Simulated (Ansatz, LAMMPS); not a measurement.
# An extra electron or hole in glassy 85GeO2-15Li2O (mol %) (78 atoms): runs compared

Does an extra electron or hole in glassy 85GeO2-15Li2O (mol %) (78 atoms) stay spread out, or do the atoms trap it?

Computed with Ansatz 0.2.0: Kohn-Sham DFT, PBEsol, PAW (set soft_2), plane waves.

### 1. The cell as built

The cell holds 78 atoms: 22 Ge, 8 Li and 48 O. Cell: a = 10.378 Å, b = 10.378 Å, c = 10.378 Å, α = 90.0°, β = 90.0°, γ = 90.0°. 78 atoms (22 Ge, 8 Li, 48 O) placed at random at 3.6 g/cm³, melted at 4000 K for 10 ps at fixed volume with the Morse and Coulomb pair potential with partial charges (Pedone, Malavasi, Menziani, Cormack and Segre, J. Phys. Chem. B 110, 11780 (2006)). Quenched from 4000 K to 300 K at 1000 K/ps and fixed volume, held 10 ps at zero pressure.

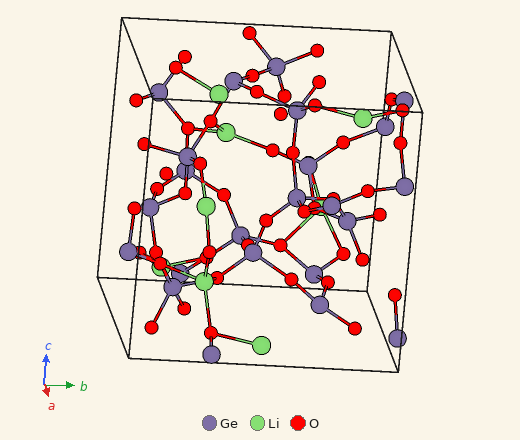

The cell as built. Bonds to atoms that aren't drawn are left out. Some periodic images of atoms are drawn too.

Limits known from the start: The quench rate of 1000 K/ps is orders of magnitude faster than experiment, which tends to freeze in extra defects. The network of bonds at the start is that of the classical potential that made the cell, and needn't be the one that DFT or experiment would give. The Brillouin zone is sampled at Γ only, in a cell whose shortest periodic width is 10 Å.

### 2. The reference run

The reference is a single point at the end of the relaxation.

The charged cells start from the geometry of this run, on a uniform background, with spin and a narrow Fermi–Dirac smearing.

Its input, with most atom lines left out:

```yaml
crystal:
  lattice:
    - [10.37842, 0.0, 0.0]
    - [0.0, 10.37842, 0.0]
    - [0.0, 0.0, 10.37842]
  atoms:
    - { symbol: Ge, position: [0.19006, 0.46673, 0.23484] }
    - { symbol: Ge, position: [0.40108, 0.37474, 0.90347] }
    - { symbol: Ge, position: [0.55457, 0.9993, 0.92483] }
    - { symbol: Ge, position: [0.3071, 0.97529, 0.74864] }
    - { symbol: Ge, position: [0.17559, 0.74638, 0.09861] }
    - { symbol: Ge, position: [0.0485, 0.16695, 0.72968] }
    - { symbol: Ge, position: [0.21818, 0.72146, 0.5756] }
    [... atom lines 8 to 78 left out ...]
kpoints:
  mp_grid: { grid: [1, 1, 1] }
hamiltonian:
  xc: pbesol
scf:
  occupations: { method: fixed }
output:
  forces: true
  stress: true
  populations: true
  dos:
    method: { smearing: { sigma: 0.15 } }
    de: 0.1
    projected: { site_lists: { Ge: [Ge], Li: [Li], O: [O] } }
  eigenvalues: true
  write_density: true
  write_potential: true
  volumetric_format: npy
  elf: true
```

* free energy per atom: -1565.7513 eV/atom
* r.m.s. force component: 0.01332 eV/Å
* pressure: -3.297 GPa

Filled and empty levels are parted by 1.38 eV (at Γ alone); a semilocal functional tends to put such gaps too low. In a disordered cell it changes from sample to sample, and tail or defect levels can set it.

### 3. The runs

Each row is one run, on 4 threads of Intel Xeon Platinum 8375C at 2.90GHz (Ice Lake), shared host. The free energy is the program's total, comparable only between runs with the same functional, potentials and atoms; between charge states it hangs on the program's zero of potential.

```csv
run,atoms,outcome,"ionic steps, all passes",free energy (eV),time,host memory (GiB)
Single point at the start,78,converged,-,-122118.948,8.2 s,1.5
Relaxation,78,converged,34,-122128.603,3 min,1.5
Single point at the relaxed geometry,78,converged,-,-122128.603,11 s,1.6
"An extra electron, atoms held",78,converged,-,-122123.204,27 s,2.5
"An extra electron, atoms relaxed",78,converged,3,-122123.235,46 s,2.5
"An extra electron, levels at the relaxed geometry",78,converged,-,-122123.235,31 s,2.5
Neutral at the geometry of the electron,78,converged,-,-122128.575,11 s,1.6
"An extra hole, atoms held",78,converged,-,-122131.933,40 s,2.5
"An extra hole, atoms relaxed",78,converged,10,-122132.266,2.8 min,2.5
"An extra hole, levels at the relaxed geometry",78,converged,-,-122132.266,30 s,2.5
Neutral at the geometry of the hole,78,converged,-,-122128.013,11 s,1.5
```

In some runs the program notes that the exchange-correlation potential is rough where the density is thin.

Local excerpt of 8 atoms (numbers count through the whole input) about O69, which holds the most spin of the extra hole after relaxation; x, y, z are measured from there.

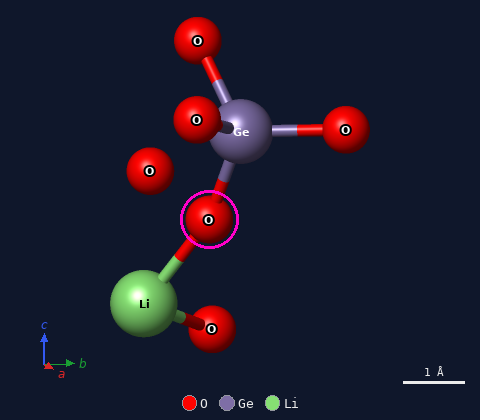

The atoms of the table, within 3.1 Å (arrows a, b, c point along x, y, z); some may hide others; the central atom is ringed.

```csv
atom,x,y,z,distance (Å),Löwdin charge (e),moment (μB)
O69,0.00,0.00,0.00,0.00,-0.64,0.38
Ge21,0.70,0.38,1.52,1.72,1.50,0.00
Li23,-0.73,-0.95,-1.45,1.88,0.78,0.00
O58,1.19,2.04,1.56,2.84,-0.75,0.27
O32,2.16,-0.65,1.89,2.94,-0.79,0.00
O50,-0.33,-0.13,2.92,2.94,-0.74,0.01
O40,-2.15,0.49,-2.05,3.02,-0.72,0.00
O51,-3.00,-0.37,0.49,3.06,-0.69,0.00
```

### 4. Energies and spread of the extra charge

Energies are differences within one cell and functional; the shift is the gain plus the neutral cell's energy at the new geometry, that is how much cheaper the vertical process becomes there. The spread is the participation number of the site moments (1/Σw², over the spin inside atomic spheres), with the atom that holds the largest share and the spin that the spheres hold in all.

```csv
carrier,"charged less neutral, atoms held (eV)",gain on relaxing (eV),"neutral cell at that geometry, less the reference (eV)",shift of the vertical energy (eV),"spread, atoms held","spread, relaxed"
electron,5.399,0.032,0.028,0.060,60; Ge20 3 % of 0.32 μB,59; Ge20 4 % of 0.34 μB
hole,-3.330,0.333,0.589,0.922,7; O69 27 % of 0.80 μB,3; O69 47 % of 0.81 μB
```

### 5. Findings

The extra electron gains 0.032 eV as the atoms relax, and its spin stays on about 59 atoms: it stays spread out at this level. The cell with the electron ends on a moment of 0.76 μB, short of the 1 μB of one unpaired electron, so the spin density holds only part of the carrier. With the atoms held, the spheres hold only 0.32 of the 0.74 μB, so the spread is read from a small part of the spin. The extra hole gains 0.33 eV as the atoms relax, and its spin goes from about 7 to 3 atoms: the atoms trap it, with the largest share on O69. The O69–O58 distance goes from 2.97 to 2.84 Å. Adding the two vertical energies gives 2.07 eV, against a gap of 1.38 eV in the neutral cell. The zero of the potential cancels in this sum; the excess isn't taken apart here: charging of a small cell, filling of bands on a coarse mesh and the attraction to the background can all enter.

Caveats: Single energies of charged cells hang on the program's zero of potential. In the spin-polarised runs the search for a state of lower energy was switched off. No distortion was seeded, so a trapped state behind a barrier can't be found. Local and semilocal functionals favour spread-out charges, so trapping can be missed. The stress is far from hydrostatic: its diagonal is -4.9, -1.6, -3.3 GPa, compression counted positive. The pressure of -3.3 GPa says that the cell would shrink at this level of theory. Charged cells carry a uniform background, with no correction for images.

The DFT runs together took 9.4 min of wall time.

[Logs are printed without paths, hosts, clocks, repeated set-up lines and the standing remarks that a program may print on its own settings, such as how far it seeks lower states.]

[Hosts, paths, dates, database ids (printed as entryN), source tags and the programs' standing remarks are cut or masked in the printed files.]
